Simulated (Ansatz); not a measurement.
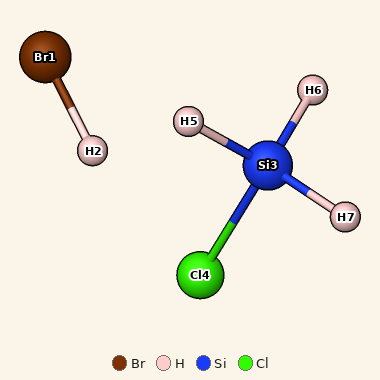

The system is the pair BrH···ClH₃Si; the picture shows the reference structure. The turn is about an axis along (−0.40, 0.92, 0.06) in the frame of the relaxed pair, normal to the line between the partners. Coordinates scanned: (1) distance Cl4···Br1; (2) turn of Br1, H2 about Cl4. The scan uses a 9 × 9 grid. At 19 points there is no value (left out of the scan, as a rule where atoms come close). Energies: kJ/mol, counted from the two partners far apart, frozen as in the relaxed pair, each in its own basis (no counterpoise correction). Energies and slopes of some neighbouring points disagree (a jump in structure or state, or too coarse a mesh). These are results of RKS PBE0-D4/def2-SVPD (Ansatz), not measurements.

Its coordinates:

```
atom    x (Å)    y (Å)    z (Å)
  Br   0.4455   0.3743  -3.0050
   H  -0.5047  -0.0956  -2.0399
  Si   0.1394  -0.0050   1.0848
  Cl  -1.5534  -0.6759   0.0414
   H   0.3189   1.4328   0.7600
   H   1.2931  -0.8212   0.6286
   H  -0.1386  -0.2094   2.5301
```

Range: distance Cl4···Br1 from 3.185 to 4.585 Å; turn of Br1, H2 about Cl4 from −120 to 120°.

### What will the energy surface look like?

The lowest grid point is at distance Cl4···Br1 = 3.716 Å, turn of Br1, H2 about Cl4 = 0°, −15 kJ/mol from the two partners far apart, frozen as in the relaxed pair, each in its own basis (no counterpoise correction). The highest grid point, distance Cl4···Br1 = 3.386 Å, turn of Br1, H2 about Cl4 = −60°, lies 2062 kJ/mol above the lowest. At the highest point the unbonded atoms H2···Si3 come to 1.11 Å, against 3.14 Å at the lowest; the sum of their van der Waals radii is about 3.4 Å.

```tsv
turn of Br1, H2 about Cl4 ↓, distance Cl4···Br1 →	3.185	3.261	3.386	3.540	3.716	3.910	4.121	4.347	4.585
120	23	13	3	−4	−8	−9	−8	−7	−6
90	28	18	7	−1	−5	−7	−7	−6	−5
60	29	18	6	−2	−6	−8	−8	−7	−6
30	21	11	0	−7	−11	−12	−11	−9	−7
0	14	4	−6	−13	−15	−15	−13	−11	−9
−30	172	146	111	77	50	29	15	5	0
−60	–	–	2047	1648	1322	948	624	376	207
−90	–	–	–	–	–	–	–	–	690
−120	–	–	–	–	–	–	–	–	–
```

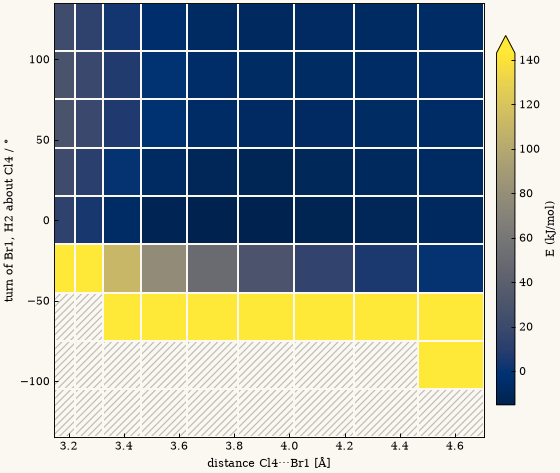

The picture shows one coloured cell a grid point, one colour for all values above the top of the scale, hatched blanks where no value was computed.

Each point was launched as `ansatz run input.yaml --threads 1 --pin off --max-ram 2560MiB --backend cpu --events-out ev --progress --plain --runs-dir out`. Time for the 62 points that were run: 8 min on 1 thread of Arm Neoverse V1, with other jobs on the host.
